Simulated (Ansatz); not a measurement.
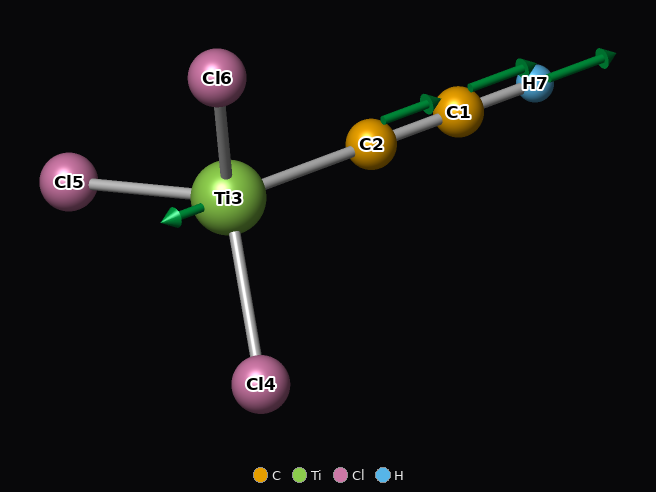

The arrows show one normal mode. Charge 0, singlet. Harmonic vibrations computed with RKS PBE0-D4/def2-TZVP (Ansatz 0.2.0) at a stationary point of the same level.

What kind of motion is it?

Mostly C–Ti stretching.

At what wavenumber does it lie?

538 cm⁻¹; it is mode 11 of 15 counted from the lowest.
